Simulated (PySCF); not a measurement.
# BFH₄Si: NMR shifts at several levels of theory, part 2 of 2

PySCF 2.14.0. Atoms count from 0.

## (7) NMR shieldings: CAM-B3LYP/pcSseg-2

Job settings and geometry (Å):

```
{"job": {"kind": "nmr", "xc": "CAM-B3LYP", "basis": "pcSseg-2", "pop": false}, "charge": 0, "multiplicity": 1}
F      2.009467     1.075633    -0.152758
B      1.285242    -0.018165    -0.004434
Si    -0.748811     0.075100     0.001228
H      1.899430    -1.059487     0.119925
H     -1.268194    -0.507607     1.279704
H     -1.276121     1.466460    -0.146421
H     -1.276928    -0.765407    -1.120545
```

With the program's defaults for keys left out, this is: GIAO CAM-B3LYP/pcSseg-2 NMR shielding, non-relativistic, gas phase.

The log of the run:

```text
coarse grid: 6280 points
cycle   1  E = -416.6011684463  dE = -7.079e-02  |g| = 4.912e-01  |ddm| = 1.696e+00
cycle   2  E = -416.5746971999  dE =  2.647e-02  |g| = 7.014e-01  |ddm| = 4.599e-01
cycle   3  E = -416.6440531356  dE = -6.936e-02  |g| = 2.694e-02  |ddm| = 2.596e-01
cycle   4  E = -416.6442573113  dE = -2.042e-04  |g| = 1.087e-02  |ddm| = 3.883e-02
cycle   5  E = -416.6442845526  dE = -2.724e-05  |g| = 1.111e-03  |ddm| = 1.205e-02
cycle   6  E = -416.6442851890  dE = -6.364e-07  |g| = 2.962e-04  |ddm| = 2.180e-03
final grid: 56232 points
cycle   7  E = -416.6461269640  dE = -3.999e-05  |g| = 2.635e-03  |ddm| = 1.878e-02
cycle   8  E = -416.6461267165  dE =  2.475e-07  |g| = 2.858e-03  |ddm| = 2.222e-03
cycle   9  E = -416.6461277790  dE = -1.062e-06  |g| = 3.690e-04  |ddm| = 1.031e-03
cycle  10  E = -416.6461277969  dE = -1.791e-08  |g| = 7.887e-05  |ddm| = 1.915e-04
cycle  11  E = -416.6461277977  dE = -7.803e-10  |g| = 6.169e-06  |ddm| = 4.657e-05
converged SCF energy = -416.6461277977

GIAO shielding tensors (ppm)
atom      isotropic    diamagn.    paramagn.     s11        s22        s33       span
  0 F      110.810     466.090    -355.280   -153.158    -41.997    527.584    680.742
  1 B       17.483     191.459    -173.976    -81.687     51.270     82.867    164.555
  2 Si     442.051     878.627    -436.577    424.707    439.445    462.000     37.293
  3 H       24.681      28.609      -3.928     21.370     24.504     28.170      6.800
  4 H       27.800      28.376      -0.577     25.406     26.124     31.869      6.463
  5 H       28.073      28.602      -0.529     25.357     26.272     32.590      7.233
  6 H       27.809      28.379      -0.571     25.427     26.137     31.862      6.435
```

Wall time 14 s (1 thread of Arm Neoverse N1, shared host); peak memory 0.76 GiB.

In short: δ F0 75.2, B1 80.4, Si2 -113.1, H3 6.66, H4 3.44 ppm (means over like atoms).

## (8) Nuclear shieldings: wB97X-D/pcSseg-2

Same as in step 7 but for these lines:

```diff
@@ -1,2 +1,2 @@
-{"job": {"kind": "nmr", "xc": "CAM-B3LYP", "basis": "pcSseg-2", "pop": false}, "charge": 0, "multiplicity": 1}
+{"job": {"kind": "nmr", "xc": "wB97X-D", "basis": "pcSseg-2", "pop": false}, "charge": 0, "multiplicity": 1}
 F      2.009467     1.075633    -0.152758
```

With the program's defaults for keys left out, this is: GIAO wB97X-D/pcSseg-2 NMR shielding, non-relativistic, gas phase.

The log of the run:

```text
coarse grid: 6280 points
cycle   1  E = -416.5886603362  dE = -7.349e-02  |g| = 5.017e-01  |ddm| = 1.697e+00
cycle   2  E = -416.5785446526  dE =  1.012e-02  |g| = 6.400e-01  |ddm| = 4.405e-01
cycle   3  E = -416.6356504661  dE = -5.711e-02  |g| = 2.940e-02  |ddm| = 2.292e-01
cycle   4  E = -416.6359776813  dE = -3.272e-04  |g| = 1.154e-02  |ddm| = 4.656e-02
cycle   5  E = -416.6360169061  dE = -3.922e-05  |g| = 1.573e-03  |ddm| = 1.475e-02
cycle   6  E = -416.6360186232  dE = -1.717e-06  |g| = 3.623e-04  |ddm| = 4.133e-03
final grid: 56232 points
cycle   7  E = -416.6416853965  dE = -7.834e-05  |g| = 5.746e-03  |ddm| = 2.965e-02
cycle   8  E = -416.6416847801  dE =  6.164e-07  |g| = 6.491e-03  |ddm| = 4.825e-03
cycle   9  E = -416.6416901924  dE = -5.412e-06  |g| = 3.605e-04  |ddm| = 2.109e-03
cycle  10  E = -416.6416902278  dE = -3.549e-08  |g| = 1.043e-04  |ddm| = 4.011e-04
cycle  11  E = -416.6416902315  dE = -3.627e-09  |g| = 2.349e-05  |ddm| = 1.181e-04
cycle  12  E = -416.6416902320  dE = -4.889e-10  |g| = 6.345e-06  |ddm| = 4.916e-05
converged SCF energy = -416.6416902320

GIAO shielding tensors (ppm)
atom      isotropic    diamagn.    paramagn.     s11        s22        s33       span
  0 F      124.069     464.592    -340.524   -130.772    -27.169    530.147    660.918
  1 B       25.644     192.706    -167.062    -64.922     56.000     85.854    150.776
  2 Si     451.840     879.240    -427.400    435.611    449.340    470.568     34.958
  3 H       24.799      28.613      -3.814     21.648     24.555     28.194      6.545
  4 H       27.782      28.514      -0.732     25.362     26.059     31.927      6.565
  5 H       28.055      28.729      -0.674     25.311     26.214     32.641      7.330
  6 H       27.790      28.518      -0.728     25.382     26.069     31.918      6.537
```

Wall time 14 s (1 thread of Arm Neoverse N1, shared host); peak memory 0.77 GiB.

This run: δ F0 62.4, B1 74.3, Si2 -111.1, H3 6.56, H4 3.48 ppm (means over like atoms).

## (9) NMR shieldings: LC-wPBE/pcSseg-2

Same as in step 8 but for these lines:

```diff
@@ -1,2 +1,2 @@
-{"job": {"kind": "nmr", "xc": "wB97X-D", "basis": "pcSseg-2", "pop": false}, "charge": 0, "multiplicity": 1}
+{"job": {"kind": "nmr", "xc": "LC-wPBE", "basis": "pcSseg-2", "pop": false}, "charge": 0, "multiplicity": 1}
 F      2.009467     1.075633    -0.152758
```

Level: GIAO LC-wPBE/pcSseg-2 NMR shielding, non-relativistic, gas phase.

The log of the run:

```text
coarse grid: 6280 points
cycle   1  E = -416.4510495651  dE = -7.655e-02  |g| = 5.147e-01  |ddm| = 1.690e+00
cycle   2  E = -416.4555146438  dE = -4.465e-03  |g| = 6.059e-01  |ddm| = 4.258e-01
cycle   3  E = -416.5049373308  dE = -4.942e-02  |g| = 3.922e-02  |ddm| = 2.086e-01
cycle   4  E = -416.5055389606  dE = -6.016e-04  |g| = 1.405e-02  |ddm| = 5.616e-02
cycle   5  E = -416.5056075623  dE = -6.860e-05  |g| = 2.336e-03  |ddm| = 2.087e-02
cycle   6  E = -416.5056112815  dE = -3.719e-06  |g| = 6.167e-04  |ddm| = 5.370e-03
final grid: 56232 points
cycle   7  E = -416.5135343261  dE = -8.962e-05  |g| = 5.408e-03  |ddm| = 2.708e-02
cycle   8  E = -416.5135353225  dE = -9.965e-07  |g| = 4.290e-03  |ddm| = 2.954e-03
cycle   9  E = -416.5135372268  dE = -1.904e-06  |g| = 8.967e-04  |ddm| = 1.500e-03
cycle  10  E = -416.5135373263  dE = -9.955e-08  |g| = 1.704e-04  |ddm| = 3.939e-04
cycle  11  E = -416.5135373341  dE = -7.831e-09  |g| = 2.503e-05  |ddm| = 2.069e-04
cycle  12  E = -416.5135373349  dE = -7.333e-10  |g| = 4.016e-06  |ddm| = 9.758e-05
converged SCF energy = -416.5135373349

GIAO shielding tensors (ppm)
atom      isotropic    diamagn.    paramagn.     s11        s22        s33       span
  0 F      114.499     465.123    -350.624   -153.513    -39.309    536.319    689.832
  1 B       18.728     192.507    -173.779    -81.809     50.961     87.031    168.840
  2 Si     455.450     878.916    -423.466    439.026    453.276    474.049     35.023
  3 H       24.655      28.675      -4.019     21.377     24.434     28.155      6.778
  4 H       27.781      28.440      -0.659     25.311     26.047     31.986      6.675
  5 H       28.055      28.636      -0.581     25.253     26.217     32.696      7.443
  6 H       27.791      28.443      -0.652     25.332     26.060     31.981      6.649
```

Run time: 19 s. Hardware: 1 thread of Arm Neoverse N1, shared host; peak memory 0.6 GiB.

Key values: δ F0 89.1, B1 80.2, Si2 -108.8, H3 6.66, H4 3.44 ppm (means over like atoms).

## (10) Nuclear shieldings: PBE0/6-31G

Same as in step 9 but for these lines:

```diff
@@ -1,2 +1,2 @@
-{"job": {"kind": "nmr", "xc": "LC-wPBE", "basis": "pcSseg-2", "pop": false}, "charge": 0, "multiplicity": 1}
+{"job": {"kind": "nmr", "xc": "PBE0", "basis": "6-31G", "pop": true}, "charge": 0, "multiplicity": 1}
 F      2.009467     1.075633    -0.152758
```

Method: GIAO PBE0/6-31G NMR shielding, non-relativistic, gas phase.

The log of the run:

```text
coarse grid: 6280 points
cycle   1  E = -416.2488333076  dE = -9.527e-04  |g| = 4.448e-01  |ddm| = 2.136e+00
cycle   2  E = -416.1830200673  dE =  6.581e-02  |g| = 7.801e-01  |ddm| = 7.871e-01
cycle   3  E = -416.2851724340  dE = -1.022e-01  |g| = 9.516e-03  |ddm| = 5.148e-01
cycle   4  E = -416.2852074050  dE = -3.497e-05  |g| = 3.154e-03  |ddm| = 2.176e-02
cycle   5  E = -416.2852103619  dE = -2.957e-06  |g| = 6.536e-04  |ddm| = 6.749e-03
final grid: 56232 points
cycle   6  E = -416.2687327852  dE = -5.921e-06  |g| = 1.911e-03  |ddm| = 8.804e-03
cycle   7  E = -416.2687334033  dE = -6.182e-07  |g| = 1.430e-03  |ddm| = 4.898e-03
cycle   8  E = -416.2687341660  dE = -7.627e-07  |g| = 3.298e-04  |ddm| = 2.051e-03
cycle   9  E = -416.2687341836  dE = -1.760e-08  |g| = 3.849e-05  |ddm| = 2.285e-04
cycle  10  E = -416.2687341839  dE = -2.977e-10  |g| = 4.175e-06  |ddm| = 5.150e-05
converged SCF energy = -416.2687341839

GIAO shielding tensors (ppm)
atom      isotropic    diamagn.    paramagn.     s11        s22        s33       span
  0 F       80.840     469.663    -388.823   -210.075    -83.384    535.979    746.054
  1 B       39.574     194.589    -155.015    -50.226     70.614     98.332    148.558
  2 Si     527.392     882.525    -355.133    513.940    525.693    542.542     28.603
  3 H       24.763      28.692      -3.929     20.672     24.836     28.779      8.106
  4 H       29.251      29.019       0.232     26.597     27.156     34.000      7.403
  5 H       29.456      29.157       0.299     26.500     27.315     34.554      8.054
  6 H       29.256      29.022       0.234     26.608     27.143     34.017      7.409
```

It took 3.1 s on 1 thread of Arm Neoverse N1, shared host; peak memory 0.41 GiB.

This run: δ F0 96.5, B1 73.6, Si2 -82.6, H3 7.85, H4 3.29 ppm (means over like atoms).

## (11) Nuclear shieldings: PBE0/STO-3G

Same as in step 10 but for these lines:

```diff
@@ -1,2 +1,2 @@
-{"job": {"kind": "nmr", "xc": "PBE0", "basis": "6-31G", "pop": true}, "charge": 0, "multiplicity": 1}
+{"job": {"kind": "nmr", "xc": "PBE0", "basis": "STO-3G", "pop": true}, "charge": 0, "multiplicity": 1}
 F      2.009467     1.075633    -0.152758
```

Level: GIAO PBE0/STO-3G NMR shielding, non-relativistic, gas phase.

The log of the run:

```text
coarse grid: 6280 points
cycle   1  E = -411.2451290348  dE = -2.393e-01  |g| = 3.366e-01  |ddm| = 2.811e+00
cycle   2  E = -411.1706329953  dE =  7.450e-02  |g| = 6.538e-01  |ddm| = 1.155e+00
cycle   3  E = -411.2918002495  dE = -1.212e-01  |g| = 2.503e-02  |ddm| = 6.621e-01
cycle   4  E = -411.2920047175  dE = -2.045e-04  |g| = 6.100e-03  |ddm| = 4.000e-02
cycle   5  E = -411.2920191318  dE = -1.441e-05  |g| = 5.757e-04  |ddm| = 1.064e-02
cycle   6  E = -411.2920192506  dE = -1.188e-07  |g| = 1.444e-04  |ddm| = 1.099e-03
final grid: 56232 points
cycle   7  E = -411.2682192316  dE = -2.496e-06  |g| = 2.075e-03  |ddm| = 8.722e-03
cycle   8  E = -411.2682193432  dE = -1.115e-07  |g| = 2.102e-03  |ddm| = 5.783e-03
cycle   9  E = -411.2682207893  dE = -1.446e-06  |g| = 3.267e-04  |ddm| = 2.850e-03
cycle  10  E = -411.2682208288  dE = -3.950e-08  |g| = 1.508e-05  |ddm| = 4.940e-04
cycle  11  E = -411.2682208288  dE = -8.424e-11  |g| = 3.588e-06  |ddm| = 2.936e-05
converged SCF energy = -411.2682208288

GIAO shielding tensors (ppm)
atom      isotropic    diamagn.    paramagn.     s11        s22        s33       span
  0 F      138.335     451.865    -313.530   -207.731    -26.269    649.006    856.737
  1 B       57.489     201.045    -143.556    -14.673     63.209    123.930    138.604
  2 Si     614.816     870.143    -255.327    611.840    614.211    618.396      6.556
  3 H       25.882      30.607      -4.725     21.523     27.136     28.987      7.464
  4 H       30.978      31.149      -0.171     27.823     28.528     36.585      8.763
  5 H       30.996      31.142      -0.146     27.699     28.627     36.661      8.961
  6 H       30.993      31.164      -0.171     27.842     28.522     36.617      8.775
```

It took 1.8 s on 1 thread of Arm Neoverse N1, shared host; peak memory 0.41 GiB.

In short: δ F0 166.1, B1 71.3, Si2 -97.2, H3 6.72, H4 1.62 ppm (means over like atoms).

## (12) Comparing the runs: NMR shifts

Shifts (ppm), means over like atoms, with basis size and wall time:

| run | H3 | H4 | F0 | B1 | Si2 | functions | time |
| --- | --- | --- | --- | --- | --- | --- | --- |
| PBE0/pcSseg-2 | 6.80 | 3.49 | 68.1 | 77.8 | -112.1 | 171 | 11 s |
| mPW1PW91/pcSseg-2 | 6.74 | 3.48 | 65.5 | 77.1 | -110.9 | 171 | 11 s |
| WP04/pcSseg-2 | 5.91 | 3.05 | 22.4 | 74.1 | -97.3 | 171 | 11 s |
| B97-2/pcSseg-2 | 6.63 | 3.43 | 54.1 | 73.6 | -108.7 | 171 | 11 s |
| BHandHLYP/pcSseg-2 | 6.39 | 3.39 | 57.1 | 76.5 | -106.4 | 171 | 10 s |
| CAM-B3LYP/pcSseg-2 | 6.66 | 3.44 | 75.2 | 80.4 | -113.1 | 171 | 14 s |
| wB97X-D/pcSseg-2 | 6.56 | 3.48 | 62.4 | 74.3 | -111.1 | 171 | 14 s |
| LC-wPBE/pcSseg-2 | 6.66 | 3.44 | 89.1 | 80.2 | -108.8 | 171 | 19 s |
| PBE0/6-31G | 7.85 | 3.29 | 96.5 | 73.6 | -82.6 | 39 | 3.1 s |
| PBE0/STO-3G | 6.72 | 1.62 | 166.1 | 71.3 | -97.2 | 23 | 1.8 s |

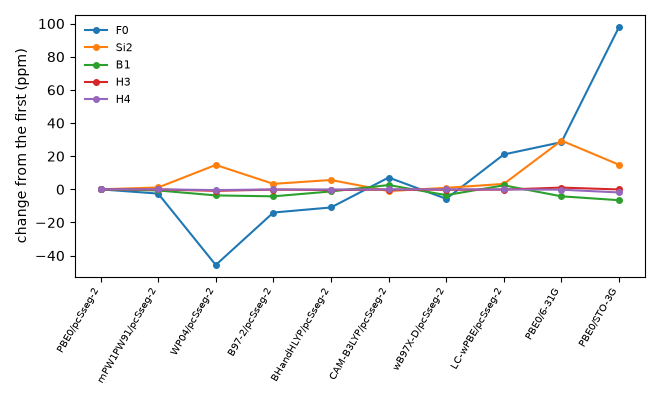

How the tabulated atoms move from run to run.

## (13) Outcome

The summary covers parts 1 to 2.

| quantity | value |
| --- | --- |
| 1H shifts against TMS (PBE0/pcSseg-2, means over atoms taken as alike) | 6.80, 3.49 ppm |
| 19F shifts against CFCl3 (PBE0/pcSseg-2) | 68.1 ppm |
| 11B shifts against BF3·OEt2 (PBE0/pcSseg-2) | 77.8 ppm |
| 29Si shifts against TMS (PBE0/pcSseg-2) | -112.1 ppm |
| range of the shift of F0 (minimal bases aside) | 22.4 to 96.5 ppm |
| property runs in this session | 10, of which 0 failed and 1 gave unsound results |

In words: Single values in the summary come from the first sound run of each kind (PBE0/pcSseg-2), which need not be the best level. At PBE0/pcSseg-2: The largest span, 680 ppm, is at F0, where the paramagnetic term is -358 ppm. Leaving out the minimal-basis runs, which are unusable for shieldings: In ppm, F0 moves most: its shift spreads over 74.1 ppm, from 22.4 (WP04/pcSseg-2) to 96.5 (PBE0/6-31G).
